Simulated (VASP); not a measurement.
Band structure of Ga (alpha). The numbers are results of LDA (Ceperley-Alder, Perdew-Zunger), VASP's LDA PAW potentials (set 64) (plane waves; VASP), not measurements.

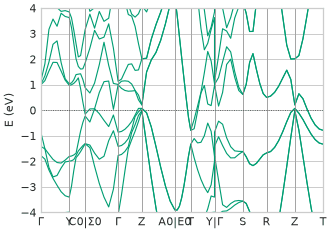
Fig. 1. Bands along high-symmetry lines, zero at the valence-band maximum or, without a gap, the Fermi level

Question: Read the plot: is there a gap, and where are the band edges?

Answer: It has no gap at this level: it comes out as a metal or semimetal. (Edges off the drawn lines would not show.)

The compound is Ga in the alpha structure. It was relaxed first, which changed the volume by -6 %.
